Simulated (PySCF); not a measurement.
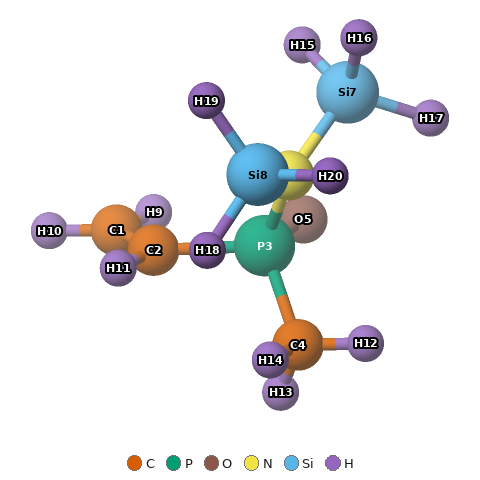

Geometry used (C₃H₁₂NOPSi₂, SMILES C=C[P@@](C)(=O)N([SiH3])[SiH3]).

GIAO shifts, PBE0/pcSseg-1 (IEF-PCM tetrahydrofuran) with PySCF 2.14.0, at a PBE0-D3(BJ)/def2-SVP geometry (no frequency check), against TMS for ¹³C, PH₃ for ³¹P and H₂O for ¹⁷O computed at the same level (³¹P: the usual scale starts at 85 % H₃PO₄ instead; ¹⁷O: a single water molecule, while the usual scale starts at liquid water and gives values some tens of ppm lower). fully decoupled, line heights follow the number of nuclei, widths are arbitrary (no quadrupolar broadening); values of one conformer, averaged over nuclei that symmetry, rotation about single bonds or inversion at nitrogen exchange, these motions taken as fast; other conformers aren't averaged in.

Predict the ¹³C spectrum.

3 signals.


| δ (ppm) | nuclei | atoms |
| --- | --- | --- |
| 145.0 | 1 | C1 |
| 141.1 | 1 | C2 |
| 19.3 | 1 | C4 |

How many ³¹P lines appear, and where?

1 signal.


| δ (ppm) | nuclei | atoms |
| --- | --- | --- |
| 294.3 | 1 | P3 |

Which ¹⁷O signals does it give?

1 signal.


| δ (ppm) | nuclei | atoms |
| --- | --- | --- |
| 120.8 | 1 | O5 |

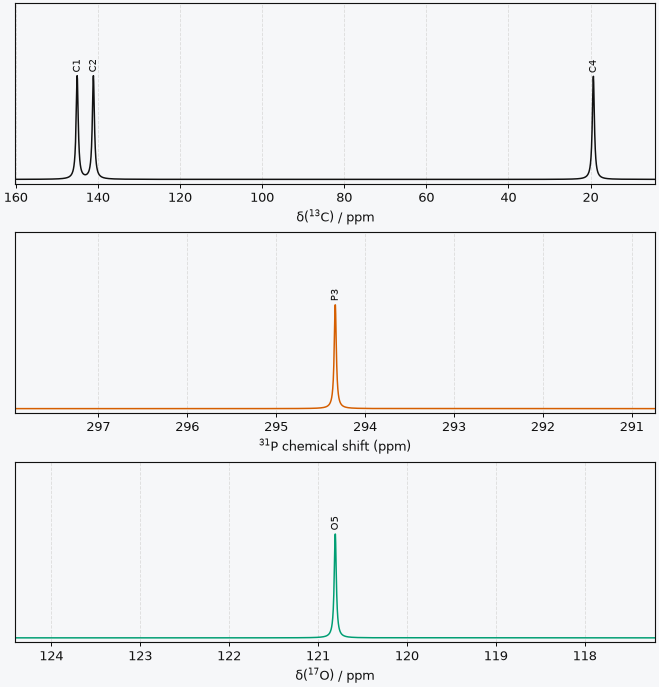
